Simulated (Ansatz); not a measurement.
**CH4BrInO2: one species, many methods**

Aim: compute CH4BrInO2 with functionals from several rungs and with coupled cluster, and see how far each lands from CCSD(T) at the basis-set limit for the atomisation energy.

Program: Ansatz 0.2.0, Gaussian basis. Level of theory: functionals in def2-TZVPP, the program's frozen cores in correlated methods. These are calculated values, not measurements.

Levels to be run: PBE-D4, r2SCAN-D4, PBE0-D4, B3LYP-D4, ωB97X-V, ωB97M-V, B2PLYP; CCSD(T)/def2-TZVPP; MP2/def2-QZVPP; extrapolation to the limit.

## Step 1: The relaxed structure

An earlier PBE0-D4 in a triple-zeta def2 set relaxation fixed the geometry. In takes the def2 core potential; no spin-orbit term is included.

SMILES `C[O][In]([OH])[Br]`, 9 atoms, charge 0, spin multiplicity 1.

Atoms are counted from 1 here; the program's logs count them from 0.

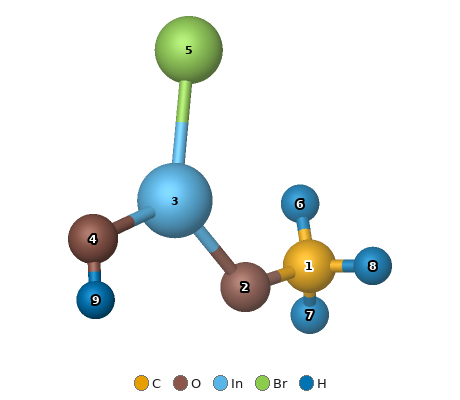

The geometry (colours as in the key); atoms are numbered from 1 in the order of the file.

## Step 2: PBE-D4 (GGA)

Input file in.yaml:

```yaml
crystal:
  periodic: [false, false, false]
  atoms:
    - {symbol: C, position_ang: [-1.557368, -0.586810, -0.281651]}
    - {symbol: O, position_ang: [-0.247922, -0.323215, -0.726888]}
    - {symbol: In, position_ang: [1.135806, 0.475286, 0.422406]}
    - {symbol: O, position_ang: [2.883462, 0.891196, -0.371495]}
    - {symbol: Br, position_ang: [0.664458, 0.879601, 2.783888]}
    - {symbol: H, position_ang: [-1.637137, -0.701512, 0.806639]}
    - {symbol: H, position_ang: [-1.902544, -1.518925, -0.741226]}
    - {symbol: H, position_ang: [-2.241407, 0.214898, -0.584598]}
    - {symbol: H, position_ang: [2.902652, 0.669480, -1.307086]}
basis:
  gaussian: {orbitals: def2-TZVPP}
hamiltonian: {xc: pbe, dispersion: d4}
output: {forces: true, orbitals: {seedname: orbitals}}
```

Command:

```console
$ ansatz run in.yaml --threads 2 --pin off --events-out ev --progress --plain --max-ram 22528MiB --backend cpu
```

After this run come: r2SCAN-D4 (meta-GGA); PBE0-D4 (hybrid); B3LYP-D4 (hybrid); ωB97X-V (range-separated); ωB97M-V (range-separated); B2PLYP (double hybrid); CCSD(T) in def2-TZVPP; MP2 in def2-QZVPP.

**Question.** What will the summary of the whole plan be? Wanted: atomisation energy, CCSD(T)/CBS; farthest; mean size of error, hybrid; mean size of error, range-separated; gap, smallest and largest; T1 diagnostic; triples share of the correlation energy.

As calculated:

| quantity | value |
| --- | --- |
| atomisation energy, CCSD(T)/CBS | 3033.5 kJ/mol |
| functionals within 30.3 kJ/mol (1.0 %) | PBE-D4, r2SCAN-D4, ωB97X-V |
| farthest | B2PLYP (-81.2 kJ/mol) |
| mean size of error, hybrid | 63.6 kJ/mol |
| mean size of error, range-separated | 31.6 kJ/mol |
| gap, smallest and largest | 3.30 eV (PBE-D4), 10.24 eV (ωB97X-V) |
| T1 diagnostic | 0.0146 |
| triples share of the correlation energy | 3.5 % |

PBE-D4 misses by +28.8 kJ/mol. Double hybrids carry the basis error of their MP2 part in triple zeta, and no dispersion term here, so their miss is partly the set-up's. The reference freezes the cores and leaves out spin-orbit coupling and excitations past (T), and its outer-core shells are covered unevenly, so misses under about 30.3 kJ/mol can't be ranked. All levels share the lack of spin-orbit coupling, which lowers the free heavy atoms and so the true binding. Hartree-Fock recovers 67 % of the binding; the rest is correlation. Orbital gaps span 3.3 to 10.2 eV; exact exchange widens them. Correlated methods include outer-core shells of Br, In, which these sets cover unevenly.
